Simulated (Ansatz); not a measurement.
Computed energy against volume: FeSi (FeSi type, space group P2_13)

FeSi (FeSi type, space group P2_13)

```xyz
8
Lattice="4.4313 0.0000 0.0000 0.0000 4.4313 0.0000 0.0000 0.0000 4.4313" Properties=species:S:1:pos:R:3 pbc="T T T"
Fe     0.6163     0.6163     0.6163
Fe     2.8320     1.5993     3.8150
Fe     3.8150     2.8320     1.5993
Fe     1.5993     3.8150     2.8320
Si     3.7441     3.7441     3.7441
Si     1.5285     2.9028     0.6872
Si     0.6872     1.5285     2.9028
Si     2.9028     0.6872     1.5285
```

The volume is varied about the relaxed value V₀ at fixed cell shape. The atoms relax within the cell's symmetry.

These are r2SCAN (plane waves to 500 eV, PAW, scalar-relativistic; Ansatz, a first-principles code) values and carry that method's errors. k mesh 11×11×11 (Γ-centred), Fermi-Dirac smearing 0.05 eV. E stands for the smeared free energy. The magnetic moment jumps within the scan, so the points may not all belong to one state, and nothing is fitted. FeSi was relaxed with its symmetry unable to fall. Relaxed FeSi ends ferromagnetic. The magnetic order is the one the run started from; other orders were not tried. The zero of ΔE is the relaxed starting cell.

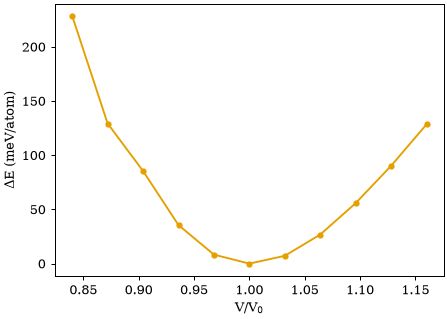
Fig. 1. ΔE (meV/atom) against V/V₀; computed points joined by lines.

The energy cost of the largest compression is 228 meV/atom. The pressure at the smallest volume comes out as 54.1 GPa and the energy cost of the largest expansion is 128 meV/atom.

(A scan under strain: stresses follow from slopes of the energy per volume, elastic moduli from its curvatures.)
